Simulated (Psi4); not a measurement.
Run report: CHAuO, property calculation

CHAuO (Au(CO)H), SMILES [H][Au]<-[C-]#[O+], computed with M06-L/def2-SVP, RKS, core potentials def2 (Psi4 1.11).

The geometry comes from this level: GFN2-xTB.

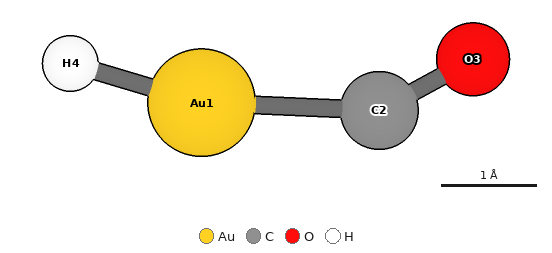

*The input geometry (ball-and-stick view, seen on its broad side; atoms are numbered from 1 in the order of the input). Sticks mark near contacts.*

Bond lengths as drawn: Au–C 1.89 Å, Au–H 1.45 Å and C–O 1.14 Å.

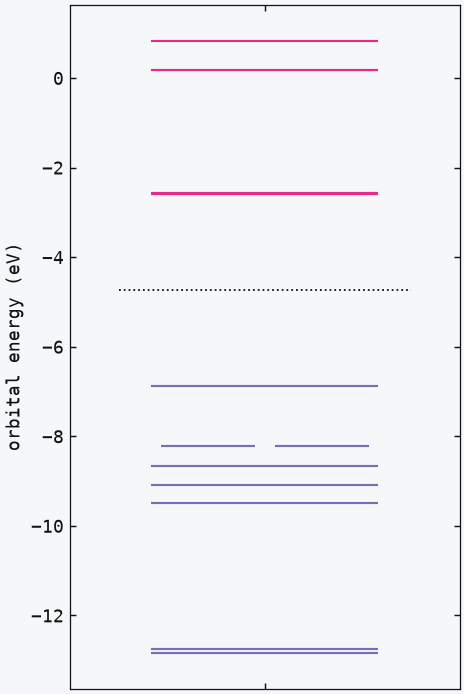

*Orbital energies near the frontier; the dotted line parts filled from empty levels, and levels within 0.02 eV of each other stand side by side.*

Highest filled −6.87 eV, lowest empty −2.60 eV, 4.27 eV apart.

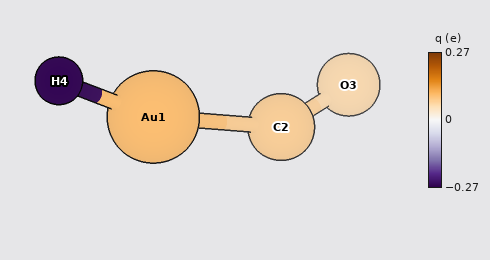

*Löwdin charges, as the colour of each atom (ball-and-stick view, seen at a tilt; atoms are numbered from 1 in the order of the input).*

By element: Au +0.10, C +0.09, O +0.07 and H −0.26 e.

The input and output of the run follow.

## Input (job.dat)
```
memory 1600 MB

molecule system {
  Au    -0.36158020     0.35262289    -1.56193423
  C     -0.28209832     0.22504748     2.00626553
  O      0.57364526    -0.57901208     3.80373523
  H      0.07005215     0.00134171    -4.24804764
  units au
  symmetry c1
}

set globals {
  basis                def2-SVP
  puream               true
  scf_type             pk
  dft_radial_points    50
  dft_spherical_points 194
}

energy_value, wavefunction = energy("m06-l", return_wfn=True)
oeprop(wavefunction, "DIPOLE", "QUADRUPOLE", "MULLIKEN_CHARGES", "LOWDIN_CHARGES")
print_variables()
```

Run as:
```bash
psi4 -i job.dat -o job.out -n 1
```

## Log
```
Psi4 1.11 release

   => Loading Basis Set <=

    Name: DEF2-SVP
    Role: ORBITAL
    Keyword: BASIS

    !!!  WARNING: ECP capability is in beta. Please check occupations closely.  !!!

         ---------------------------------------------------------
                                   SCF
                              RKS Reference
                        1 Threads,   1525 MiB Core
         ---------------------------------------------------------

  ==> Geometry <==

    Molecular point group: c1
    Full point group: C1

    Geometry (in Bohr), charge = 0, multiplicity = 1:

       Center              X                  Y                   Z               Mass
    ------------   -----------------  -----------------  -----------------  -----------------
         AU          -0.072344531842     0.074286002838    -0.557308824565   196.966568790000
         C            0.007137348158    -0.053289407162     3.010890935435    12.000000000000
         O            0.862880928158    -0.857348967162     4.808360635435    15.994914619570
         H            0.359287818158    -0.276995177162    -3.243422234565     1.007825032230

  Running in c1 symmetry.

  Rotational constants: A =     10.41967  B =      0.10550  C =      0.10444 [cm^-1]
  Rotational constants: A = 312373.79819  B =   3162.76942  C =   3131.06752 [MHz]
  Nuclear repulsion =   90.657718375121803

  Charge       = 0
  Multiplicity = 1
  Electrons    = 34
  Nalpha       = 17
  Nbeta        = 17

  ==> Algorithm <==

  SCF Algorithm Type is PK.
  DIIS enabled.
  MOM disabled.
  Fractional occupation disabled.
  Guess Type is SAD.
  Energy threshold   = 1.00e-06
  Density threshold  = 1.00e-06
  Integral threshold = 1.00e-12

  ==> Primary Basis <==

  Basis Set: DEF2-SVP
    Blend: DEF2-SVP
    Number of shells: 27
    Number of basis functions: 65
    Number of Cartesian functions: 72
    Spherical Harmonics?: true
    Max angular momentum: 3

  Core potential: DEF2-SVP
    Number of shells: 4
    Number of ECP primitives: 14
    Number of ECP core electrons: 60
    Max angular momentum: 3

  ==> DFT Potential <==

   => LibXC <=

    Version 7.1.2

   => Composite Functional: M06-L <=

    M06-L Meta-GGA XC Functional

    Deriv               =              1
    GGA                 =           TRUE
    Meta                =           TRUE

    Exchange Hybrid     =          FALSE
    MP2 Hybrid          =          FALSE

   => Exchange Functionals <=

    1.0000   XC_MGGA_X_M06_L

   => Correlation Functionals <=

    1.0000   XC_MGGA_C_M06_L

   => LibXC Density Thresholds  <==

    XC_MGGA_C_M06_L:  1.00E-12
    XC_MGGA_X_M06_L:  1.00E-15

   => Molecular Quadrature <=

    Radial Scheme          =       TREUTLER
    Pruning Scheme         =           NONE
    Nuclear Scheme         =       TREUTLER

    Blocking Scheme        =         OCTREE
    BS radius alpha        =              1
    Pruning alpha          =              1
    Radial Points          =             50
    Spherical Points       =            194
    Total Points           =          37857
    Total Blocks           =            357
    Max Points             =            254
    Max Functions          =             65
    Weights Tolerance      =       1.00E-15

  ==> Integral Setup <==

  Using in-core PK algorithm.
   Calculation information:
      Number of atoms:                   4
      Number of AO shells:              27
      Number of primitives:             48
      Number of atomic orbitals:        72
      Number of basis functions:        65

      Integral cutoff                 1.00e-12
      Number of threads:                 1

  Performing in-core PK
  Using 4603170 doubles for integral storage.
  We computed 66256 shell quartets total.
  Whereas there are 71631 unique shell quartets.

  ==> DiskJK: Disk-Based J/K Matrices <==

    J tasked:                  Yes
    K tasked:                   No
    wK tasked:                  No
    Memory [MiB]:              989
    Schwarz Cutoff:          1E-12

  Cached 100.0% of DFT collocation blocks in 0.151 [GiB].

  Minimum eigenvalue in the overlap matrix is 9.2360120827E-03.
  Reciprocal condition number of the overlap matrix is 2.2186079471E-03.
    Using symmetric orthogonalization.

  ==> Pre-Iterations <==

  SCF Guess: Superposition of Atomic Densities via on-the-fly atomic UHF (no occupation information).

   -------------------------
    Irrep   Nso     Nmo
   -------------------------
     A         65      65
   -------------------------
    Total      65      65
   -------------------------

  ==> Iterations <==

                        Total Energy        Delta E     RMS |[F,P]|

   @RKS iter SAD:  -249.11473497889358   -2.49115e+02   0.00000e+00
   @RKS iter   1:  -249.55588373264237   -4.41149e-01   6.26299e-03 ADIIS/DIIS
   @RKS iter   2:  -249.38229928966379    1.73584e-01   1.16623e-02 ADIIS/DIIS
   @RKS iter   3:  -249.60682825801695   -2.24529e-01   3.41044e-03 ADIIS/DIIS
   @RKS iter   4:  -249.62800721732660   -2.11790e-02   8.41872e-04 ADIIS/DIIS
   @RKS iter   5:  -249.62902498081706   -1.01776e-03   4.80554e-04 ADIIS/DIIS
   @RKS iter   6:  -249.62946807876949   -4.43098e-04   7.63939e-05 DIIS
   @RKS iter   7:  -249.62947691447840   -8.83571e-06   2.17431e-05 DIIS
   @RKS iter   8:  -249.62947780148735   -8.87009e-07   2.77848e-06 DIIS
   @RKS iter   9:  -249.62947781577802   -1.42907e-08   7.88687e-07 DIIS
  Energy and wave function converged.

  ==> Post-Iterations <==

   Electrons on quadrature grid:
      Ntotal   =   33.9999758157 ; deviation = -2.418e-05

    Orbital Energies [Eh]
    ---------------------

    Doubly Occupied:

       1A    -19.096306     2A    -10.206569     3A     -4.138517
       4A     -2.346531     5A     -2.317989     6A     -2.317863
       7A     -1.134839     8A     -0.588019     9A     -0.505851
      10A     -0.471589    11A     -0.468207    12A     -0.348602
      13A     -0.334102    14A     -0.318567    15A     -0.302066
      16A     -0.301888    17A     -0.252589

    Virtual:

      18A     -0.095500    19A     -0.094605    20A      0.006902
      21A      0.030726    22A      0.079002    23A      0.122558
      24A      0.155632    25A      0.297970    26A      0.419256
      27A      0.419691    28A      0.425669    29A      0.445547
      30A      0.472218    31A      0.521121    32A      0.529179
      33A      0.589902    34A      0.646907    35A      0.725851
      36A      0.732673    37A      0.834673    38A      0.942795
      39A      0.995766    40A      1.020328    41A      1.168523
      42A      1.253531    43A      1.314172    44A      1.447749
      45A      1.456500    46A      1.476354    47A      1.527800
      48A      1.528351    49A      1.611702    50A      1.629912
      51A      1.658516    52A      1.751171    53A      1.833365
      54A      1.970139    55A      2.004840    56A      2.065382
      57A      2.391147    58A      2.589858    59A      2.591990
      60A      2.929983    61A      3.169018    62A      3.301692
      63A      3.681647    64A     42.911581    65A    202.078202

    Final Occupation by Irrep:
              A
    DOCC [    17 ]
    NA   [    17 ]
    NB   [    17 ]

  @RKS Final Energy:  -249.62947781577802

   => Energetics <=

    Nuclear Repulsion Energy =             90.6577183751218030
    One-Electron Energy =                -572.0840746340360283
    Two-Electron Energy =                 258.9873626407309644
    DFT Exchange-Correlation Energy =     -27.1904841975947811
    Empirical Dispersion Energy =           0.0000000000000000
    VV10 Nonlocal Energy =                  0.0000000000000000
    Total Energy =                       -249.6294778157780172

Computation Completed

Properties will be evaluated at   0.000000,   0.000000,   0.000000 [a0]

Properties computed using the SCF density matrix

 Multipole Moments:

 ------------------------------------------------------------------------------------
     Multipole            Electronic (a.u.)      Nuclear  (a.u.)        Total (a.u.)
 ------------------------------------------------------------------------------------

 L = 1.  Multiply by 2.5417464519 to convert [e a0] to [Debye]
 Dipole X            :         -6.0744747            5.9306132           -0.1438615
 Dipole Y            :          6.1647585           -6.0440893            0.1206692
 Dipole Z            :        -42.0528645           42.6999408            0.6470763
 Magnitude           :                                                    0.6737692

 ------------------------------------------------------------------------------------

	total time  =          3 seconds =       0.05 minutes

Properties will be evaluated at   0.000000,   0.000000,   0.000000 [a0]
OEProp: No title given, name of density matrix used for the following properties is 'SCF density'

 Multipole Moments:

 ------------------------------------------------------------------------------------
     Multipole            Electronic (a.u.)      Nuclear  (a.u.)        Total (a.u.)
 ------------------------------------------------------------------------------------

 L = 1.  Multiply by 2.5417464519 to convert [e a0] to [Debye]
 Dipole X            :         -6.0744747            5.9306132           -0.1438615
 Dipole Y            :          6.1647585           -6.0440893            0.1206692
 Dipole Z            :        -42.0528645           42.6999408            0.6470763
 Magnitude           :                                                    0.6737692

 L = 2.  Multiply by 1.3450342976 to convert [e a0^2] to [Debye ang]
 Quadrupole XX       :        -31.8515586            6.1853423          -25.6662164
 Quadrupole XY       :          6.3228051           -6.1222332            0.2005719
 Quadrupole XZ       :        -33.2619851           32.9220047           -0.3399804
 Quadrupole YY       :        -31.7171087            6.0789927          -25.6381160
 Quadrupole YZ       :         34.1659110          -33.8304281            0.3354829
 Quadrupole ZZ       :       -283.0274528          255.7764985          -27.2509543
 Traceless XX        :         83.6804814          -83.1616022            0.5188792
 Traceless YY        :         83.8149313          -83.2679518            0.5469795
 Traceless ZZ        :       -167.4954128          166.4295540           -1.0658587

 ------------------------------------------------------------------------------------
  Mulliken Charges: (a.u.)
   Center  Symbol    Alpha    Beta     Spin     Total
       1    AU     9.34450  9.34450  0.00000  0.31100
       2     C     3.00393  3.00393  0.00000 -0.00787
       3     O     4.02873  4.02873  0.00000 -0.05745
       4     H     0.62284  0.62284  0.00000 -0.24568

   Total alpha = 17.00000, Total beta = 17.00000, Total charge =  0.00000

  Lowdin Charges: (a.u.)
   Center  Symbol    Alpha    Beta     Spin     Total
       1    AU     9.44848  9.44848  0.00000  0.10305
       2     C     2.95705  2.95705  0.00000  0.08591
       3     O     3.96472  3.96472  0.00000  0.07056
       4     H     0.62976  0.62976  0.00000 -0.25951

  Total alpha = 17.00000, Total beta = 17.00000, Total charge =  0.00000

  Variable Map:
  ----------------------------------------------------------------------------
  "CURRENT ENERGY"              =>    -249.629477815778
  "CURRENT REFERENCE ENERGY"    =>    -249.629477815778
  "DD SOLVATION ENERGY"         =>       0.000000000000
  "DFT FUNCTIONAL TOTAL ENERGY" =>    -249.629477815778
  "DFT TOTAL ENERGY"            =>    -249.629477815778
  "DFT VV10 ENERGY"             =>       0.000000000000
  "DFT XC ENERGY"               =>     -27.190484197595
  "GRID ELECTRONS ALPHA"        =>      16.999987907873
  "GRID ELECTRONS BETA"         =>      16.999987907873
  "GRID ELECTRONS TOTAL"        =>      33.999975815746
  "NUCLEAR REPULSION ENERGY"    =>      90.657718375122
  "ONE-ELECTRON ENERGY"         =>    -572.084074634036
  "PCM POLARIZATION ENERGY"     =>       0.000000000000
  "PE ENERGY"                   =>       0.000000000000
  "SCF ITERATION ENERGY"        =>    -249.629477815778
  "SCF ITERATIONS"              =>       9.000000000000
  "SCF TOTAL ENERGY"            =>    -249.629477815778
  "TWO-ELECTRON ENERGY"         =>     258.987362640731
  "XC GRID RADIAL POINTS"       =>      50.000000000000
  "XC GRID SPHERICAL POINTS"    =>     194.000000000000
  "XC GRID TOTAL POINTS"        =>   37857.000000000000

  Array Variable Map:
  ----------------------------------------------------------------------------
  "CURRENT DIPOLE"              =>      -0.143861468162 ... 0.647076333503 1 by 3
  "DIPOLE"                      =>      -0.143861468162 ... 0.647076333503 1 by 3
  "QUADRUPOLE"                  =>     -25.666216353840 ... -27.250954271608 1 by 6
  "SCF DIPOLE"                  =>      -0.143861468162 ... 0.647076333503 1 by 3
  "SCF TOTAL ENERGIES"          =>    -249.114734978894 ... -249.629477815778 1 by 10

    Psi4 run time: 0:00:02.69
```

## Key numbers

```json
{"quantity": "outcome", "value": "converged"}
{"quantity": "total energy", "value": "−249.629478 hartree"}
{"quantity": "basis functions", "value": "65"}
{"quantity": "HOMO", "value": "−6.87 eV"}
{"quantity": "LUMO", "value": "−2.60 eV"}
{"quantity": "dipole moment", "value": "1.71 D"}
{"quantity": "hardware", "value": "1 thread of Intel Xeon @ 2.90GHz (Ice Lake), 192 GiB of memory available, shared host"}
{"quantity": "wall time", "value": "4.2 s"}
{"quantity": "peak memory", "value": "0.39 GiB"}
```
